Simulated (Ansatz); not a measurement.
**Ligand exchange: SiH(CH3)Br2 + C2H2F2 → SiH2(CH3)Br + C2HBrF2**

Species: SiH(CH3)Br2, singlet; C2H2F2 (1,2-difluoroethene) `F/C=C/F`, singlet; SiH2(CH3)Br, singlet; C2HBrF2 `F/C=C(\F)Br`, singlet. The partners trade Br for H: Si–Br and C–H bonds give way to Si–H and C–Br.

Shapes, held fixed at every level: PBE0-D4/def2-TZVP. Programs: Ansatz 0.2.0. Electronic energies: no zero-point or thermal term.

| level | kind | ΔE (kJ/mol) | less CCSD(T)/def2-TZVPP | CPU time (sum over the molecules) |
| --- | --- | --- | --- | --- |
| HF/def2-TZVPP | Hartree–Fock | +173.5 | +15.5 | – |
| r2SCAN-D4/def2-TZVPP | meta-GGA | +157.5 | -0.5 | 63 s |
| PBE0-D4/def2-TZVPP | global hybrid | +159.6 | +1.6 | 46 s |
| wB97M-V/def2-TZVPP | range-separated hybrid | +162.5 | +4.5 | 2.5 min |
| wB97X-V/def2-TZVPP | range-separated hybrid | +158.4 | +0.4 | 1.7 min |
| B2PLYP/def2-TZVPP | double hybrid | +158.7 | +0.7 | 72 s |
| MP2/def2-TZVPP | perturbation theory | +162.1 | +4.1 | – |
| CCSD(T)/def2-TZVPP | coupled cluster or CI | +158.0 | 0.0 | 31 min |

The highest level, CCSD(T)/def2-TZVPP, gives ΔE = +158.0 kJ/mol; the levels span +157.5 to +173.5. The column of differences is taken from that level and isn't an error. No measured value is set beside it here. Relativity is left out for Br unless named. Correlated rows may include outer-core shells of Br, which these sets cover unevenly. Times are processor times on shared x86 and Arm servers, and rough.

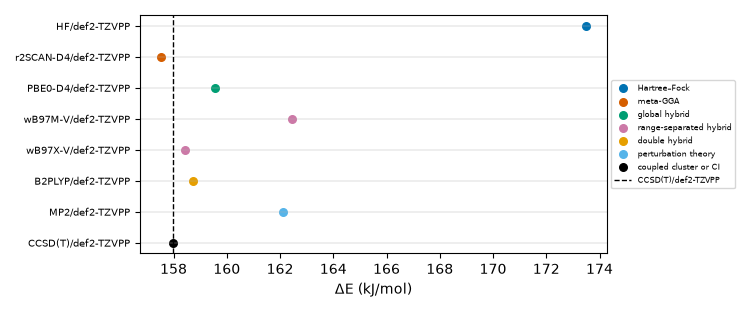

The values of the table, level by level.
